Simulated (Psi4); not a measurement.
**BH: molecular dynamics (part 1 of 2)**

BH (borane(1)), computed with r2SCAN/6-31G*, RKS, dispersion D4 (Psi4 1.11).

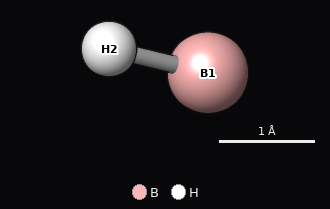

The structure as given in the input (ball-and-stick view, seen at a tilt; atoms are numbered from 1 in the order of the input). Bond lengths as drawn: B–H 1.23 Å.

## Results in brief

```csv
quantity,value
outcome,finished
trajectory,"41 frames kept"
potential energy (last step),−25.247390 hartree
dispersion energy (last step),−0.000052 hartree
basis functions (last step),17
HOMO (last step),−5.53 eV
LUMO (last step),−2.82 eV
dipole moment (last step),0.85 D
hardware,"1 thread of Intel Xeon (Granite Rapids), 96 GiB of memory available, shared host"
wall time,36 s
peak memory,0.5 GiB
```

## Input (run_ase.py)
```python
import numpy as np
from ase.calculators.psi4 import Psi4
from ase import Atoms
from ase import units
from ase.md.velocitydistribution import MaxwellBoltzmannDistribution, Stationary
from ase.md.verlet import VelocityVerlet

atoms = Atoms(['B', 'H'], positions=[
    [0.000000, 0.000000, 0.000000],
    [0.000000, 0.000000, 1.232400],
])
calc = Psi4(atoms=atoms, method='r2scan-d4', basis='6-31G*', memory='1600MB', num_threads=1, charge=0, multiplicity=1, label='psi4-calc')
atoms.calc = calc

MaxwellBoltzmannDistribution(atoms, temperature_K=600.0, rng=np.random.default_rng(401))
Stationary(atoms)
dyn = VelocityVerlet(atoms, 0.25 * units.fs)
def show():
    ep, ek = atoms.get_potential_energy(), atoms.get_kinetic_energy()
    print(f'step {dyn.nsteps:3d}  Epot {ep:14.6f}  Ekin {ek:9.6f}  Etot {ep + ek:14.6f} eV  T {atoms.get_temperature():7.1f} K')
dyn.attach(show)
dyn.run(40)
```

Launched with:
```bash
python run_ase.py
```

## What the program printed
```
gradient() will perform analytic gradient computation.

   => Loading Basis Set <=

    Name: 6-31G*
    Role: ORBITAL
    Keyword: BASIS

   => R2SCAN-D4(BJ,EEQ)ATM: Empirical Dispersion <=

        a1 =       0.515592
        a2 =       5.773429
       alp =      16.000000
        s6 =       1.000000
        s8 =       0.601875
        s9 =       1.000000
        ga =       3.000000
        gc =       2.000000
        wf =       6.000000

         ---------------------------------------------------------
                                   SCF
                              RKS Reference
                        1 Threads,   1525 MiB Core
         ---------------------------------------------------------

  ==> Geometry <==

    Molecular point group: c1
    Full point group: C_inf_v

    Geometry (in Angstrom), charge = 0, multiplicity = 1:

       Center              X                  Y                   Z               Mass
    ------------   -----------------  -----------------  -----------------  -----------------
         B            0.017467422939     0.011756885601    -0.114285104574    11.009305360000
         H           -0.190811090059    -0.128430173419     1.248430604642     1.007825032230

  Running in c1 symmetry.

  Rotational constants: A = ************  B =      9.50922  C =      9.50922 [cm^-1]
  Rotational constants: A = ************  B = 285079.31164  C = 285079.31164 [MHz]
  Nuclear repulsion =    1.909490626561359

  Charge       = 0
  Multiplicity = 1
  Electrons    = 6
  Nalpha       = 3
  Nbeta        = 3

  ==> Algorithm <==

  SCF Algorithm Type is DF.
  DIIS enabled.
  MOM disabled.
  Fractional occupation disabled.
  Guess Type is SAD.
  Energy threshold   = 1.00e-08
  Density threshold  = 1.00e-08
  Integral threshold = 1.00e-12

  ==> Primary Basis <==

  Basis Set: 6-31G*
    Blend: 6-31G*
    Number of shells: 8
    Number of basis functions: 17
    Number of Cartesian functions: 17
    Spherical Harmonics?: false
    Max angular momentum: 2

  ==> DFT Potential <==

   => LibXC <=

    Version 7.1.2

   => Composite Functional: R2SCAN-D4BJEEQATM <=

    r2SCAN Meta-GGA XC Functional  (0.1021/acs.jpclett.0c02405)

    Deriv               =              1
    GGA                 =           TRUE
    Meta                =           TRUE

    Exchange Hybrid     =          FALSE
    MP2 Hybrid          =          FALSE

   => Exchange Functionals <=

    1.0000   XC_MGGA_X_R2SCAN

   => Correlation Functionals <=

    1.0000   XC_MGGA_C_R2SCAN

   => LibXC Density Thresholds  <==

    XC_MGGA_C_R2SCAN:  1.00E-15
    XC_MGGA_X_R2SCAN:  1.00E-11

   => Molecular Quadrature <=

    Radial Scheme          =       TREUTLER
    Pruning Scheme         =           NONE
    Nuclear Scheme         =       TREUTLER

    Blocking Scheme        =         OCTREE
    BS radius alpha        =              1
    Pruning alpha          =              1
    Radial Points          =             75
    Spherical Points       =            302
    Total Points           =          43186
    Total Blocks           =            381
    Max Points             =            256
    Max Functions          =             17
    Weights Tolerance      =       1.00E-15

   => Loading Basis Set <=

    Name: (6-31G* AUX)
    Role: JKFIT
    Keyword: DF_BASIS_SCF

  ==> Integral Setup <==

  DFHelper Memory: AOs need 0.000 GiB; user supplied 1.064 GiB.
  SCF_SUBTYPE=INCORE selected. In-core MEM_DF algorithm will be used.
  Using in-core AOs.

  ==> MemDFJK: Density-Fitted J/K Matrices <==

    J tasked:                   Yes
    K tasked:                    No
    wK tasked:                   No
    Memory [MiB]:              1089
    Algorithm:                 Core
    Schwarz Cutoff:           1E-12
    Mask sparsity (%):       0.0000
    Fitting Condition:        1E-10

   => Auxiliary Basis Set <=

  Basis Set: (6-31G* AUX)
    Blend: CC-PVDZ-JKFIT
    Number of shells: 33
    Number of basis functions: 106
    Number of Cartesian functions: 106
    Spherical Harmonics?: false
    Max angular momentum: 3

  Cached 100.0% of DFT collocation blocks in 0.053 [GiB].

  Minimum eigenvalue in the overlap matrix is 3.0601118569E-02.
  Reciprocal condition number of the overlap matrix is 7.7270246455E-03.
    Using symmetric orthogonalization.

  ==> Pre-Iterations <==

  SCF Guess: Superposition of Atomic Densities via on-the-fly atomic UHF (no occupation information).

   -------------------------
    Irrep   Nso     Nmo
   -------------------------
     A         17      17
   -------------------------
    Total      17      17
   -------------------------

  ==> Iterations <==

                           Total Energy        Delta E     RMS |[F,P]|

   @DF-RKS iter SAD:   -24.86508240566952   -2.48651e+01   0.00000e+00
   @DF-RKS iter   1:   -25.24426513456021   -3.79183e-01   3.65451e-03 DIIS/ADIIS
   @DF-RKS iter   2:   -25.24713742239651   -2.87229e-03   1.01331e-03 DIIS/ADIIS
   @DF-RKS iter   3:   -25.24735039575473   -2.12973e-04   3.67722e-04 DIIS/ADIIS
   @DF-RKS iter   4:   -25.24738904992482   -3.86542e-05   4.06243e-05 DIIS
   @DF-RKS iter   5:   -25.24738956039969   -5.10475e-07   2.83722e-06 DIIS
   @DF-RKS iter   6:   -25.24738956221840   -1.81871e-09   1.50570e-07 DIIS
   @DF-RKS iter   7:   -25.24738956222544   -7.04503e-12   8.05336e-09 DIIS
  Energy and wave function converged.

  ==> Post-Iterations <==

   Electrons on quadrature grid:
      Ntotal   =    5.9999999392 ; deviation = -6.081e-08

    Orbital Energies [Eh]
    ---------------------

    Doubly Occupied:

       1A     -6.730020     2A     -0.421950     3A     -0.203334

    Virtual:

       4A     -0.103781     5A     -0.103781     6A      0.108287
       7A      0.434317     8A      0.447937     9A      0.447937
      10A      0.492793    11A      0.835403    12A      1.250849
      13A      1.250849    14A      1.270805    15A      1.270805
      16A      1.529687    17A      3.383459

    Final Occupation by Irrep:
              A
    DOCC [     3 ]
    NA   [     3 ]
    NB   [     3 ]

  @DF-RKS Final Energy:   -25.24738956222544

   => Energetics <=

    Nuclear Repulsion Energy =              1.9094906265613589
    One-Electron Energy =                 -36.8018894345868262
    Two-Electron Energy =                  13.8802415846600482
    DFT Exchange-Correlation Energy =      -4.2351803354419992
    Empirical Dispersion Energy =          -0.0000520034180248
    VV10 Nonlocal Energy =                  0.0000000000000000
    Total Energy =                        -25.2473895622254432

Computation Completed

Properties will be evaluated at   0.000000,   0.000000,   0.000000 [a0]

Properties computed using the SCF density matrix

 Multipole Moments:

 ------------------------------------------------------------------------------------
     Multipole            Electronic (a.u.)      Nuclear  (a.u.)        Total (a.u.)
 ------------------------------------------------------------------------------------

 L = 1.  Multiply by 2.5417464519 to convert [e a0] to [Debye]
 Dipole X            :          0.1450625           -0.1955375           -0.0504750
 Dipole Y            :          0.0976379           -0.1316114           -0.0339734
 Dipole Z            :         -0.9491087            1.2793542            0.3302454
 Magnitude           :                                                    0.3358035

 ------------------------------------------------------------------------------------

	total time  =          0 seconds =       0.00 minutes

         ------------------------------------------------------------
                                   SCF GRAD
         ------------------------------------------------------------

  ==> Geometry <==

    Molecular point group: c1
    Full point group: C_inf_v

    Geometry (in Angstrom), charge = 0, multiplicity = 1:

       Center              X                  Y                   Z               Mass
    ------------   -----------------  -----------------  -----------------  -----------------
         B            0.017467422939     0.011756885601    -0.114285104574    11.009305360000
         H           -0.190811090059    -0.128430173419     1.248430604642     1.007825032230

  Nuclear repulsion =    1.909490626561359

  ==> Basis Set <==

  Basis Set: 6-31G*
    Blend: 6-31G*
    Number of shells: 8
    Number of basis functions: 17
    Number of Cartesian functions: 17
    Spherical Harmonics?: false
    Max angular momentum: 2

  ==> DFJKGrad: Density-Fitted SCF Gradients <==

    Gradient:                    1
    J tasked:                  Yes
    K tasked:                   No
    wK tasked:                  No
    Integrals threads:           1
    Memory [MiB]:             1144
    Schwarz Cutoff:          1E-12
    Fitting Condition:       1E-10

   => Auxiliary Basis Set <=

  Basis Set: (6-31G* AUX)
    Blend: CC-PVDZ-JKFIT
    Number of shells: 33
    Number of basis functions: 106
    Number of Cartesian functions: 106
    Spherical Harmonics?: false
    Max angular momentum: 3

  ==> DFT Potential <==

   => LibXC <=

    Version 7.1.2

   => Composite Functional: R2SCAN-D4BJEEQATM <=

    r2SCAN Meta-GGA XC Functional  (0.1021/acs.jpclett.0c02405)

    Deriv               =              1
    GGA                 =           TRUE
    Meta                =           TRUE

    Exchange Hybrid     =          FALSE
    MP2 Hybrid          =          FALSE

   => Exchange Functionals <=

    1.0000   XC_MGGA_X_R2SCAN

   => Correlation Functionals <=

    1.0000   XC_MGGA_C_R2SCAN

   => LibXC Density Thresholds  <==

    XC_MGGA_C_R2SCAN:  1.00E-15
    XC_MGGA_X_R2SCAN:  1.00E-11

   => Molecular Quadrature <=

    Radial Scheme          =       TREUTLER
    Pruning Scheme         =           NONE
    Nuclear Scheme         =       TREUTLER

    Blocking Scheme        =         OCTREE
    BS radius alpha        =              1
    Pruning alpha          =              1
    Radial Points          =             75
    Spherical Points       =            302
    Total Points           =          43186
    Total Blocks           =            381
    Max Points             =            256
    Max Functions          =             17
    Weights Tolerance      =       1.00E-15

  -Total Gradient:
     Atom            X                  Y                   Z
    ------   -----------------  -----------------  -----------------
       1        0.005005044872     0.003368770552    -0.032746792622
       2       -0.004910212790    -0.003304941449     0.032126329351

	total time  =          0 seconds =       0.00 minutes
```

## Standard output
```
Memory set to   1.490 GiB by Python driver.
  Threads set to 1 by Python driver.

  Memory set to   1.490 GiB by Python driver.
  Threads set to 1 by Python driver.
step   0  Epot    -687.136951  Ekin  0.140484  Etot    -686.996468 eV  T   543.4 K
step   1  Epot    -687.130673  Ekin  0.134226  Etot    -686.996446 eV  T   519.2 K
step   2  Epot    -687.121667  Ekin  0.125251  Etot    -686.996416 eV  T   484.5 K
step   3  Epot    -687.110287  Ekin  0.113911  Etot    -686.996375 eV  T   440.6 K
step   4  Epot    -687.097078  Ekin  0.100754  Etot    -686.996324 eV  T   389.7 K
step   5  Epot    -687.082765  Ekin  0.086501  Etot    -686.996264 eV  T   334.6 K
step   6  Epot    -687.068220  Ekin  0.072021  Etot    -686.996199 eV  T   278.6 K
step   7  Epot    -687.054401  Ekin  0.058267  Etot    -686.996134 eV  T   225.4 K
step   8  Epot    -687.042278  Ekin  0.046203  Etot    -686.996075 eV  T   178.7 K
step   9  Epot    -687.032748  Ekin  0.036721  Etot    -686.996027 eV  T   142.0 K
step  10  Epot    -687.026542  Ekin  0.030547  Etot    -686.995995 eV  T   118.2 K
step  11  Epot    -687.024146  Ekin  0.028163  Etot    -686.995983 eV  T   108.9 K
step  12  Epot    -687.025752  Ekin  0.029762  Etot    -686.995991 eV  T   115.1 K
step  13  Epot    -687.031233  Ekin  0.035214  Etot    -686.996019 eV  T   136.2 K
step  14  Epot    -687.040155  Ekin  0.044090  Etot    -686.996064 eV  T   170.5 K
step  15  Epot    -687.051829  Ekin  0.055708  Etot    -686.996121 eV  T   215.5 K
step  16  Epot    -687.065388  Ekin  0.069203  Etot    -686.996185 eV  T   267.7 K
step  17  Epot    -687.079867  Ekin  0.083616  Etot    -686.996251 eV  T   323.4 K
step  18  Epot    -687.094299  Ekin  0.097987  Etot    -686.996312 eV  T   379.0 K
step  19  Epot    -687.107790  Ekin  0.111424  Etot    -686.996366 eV  T   431.0 K
step  20  Epot    -687.119582  Ekin  0.123174  Etot    -686.996408 eV  T   476.5 K
step  21  Epot    -687.129094  Ekin  0.132653  Etot    -686.996440 eV  T   513.1 K
step  22  Epot    -687.135933  Ekin  0.139469  Etot    -686.996464 eV  T   539.5 K
step  23  Epot    -687.139897  Ekin  0.143418  Etot    -686.996479 eV  T   554.8 K
step  24  Epot    -687.140955  Ekin  0.144469  Etot    -686.996486 eV  T   558.8 K
step  25  Epot    -687.139227  Ekin  0.142740  Etot    -686.996487 eV  T   552.1 K
```
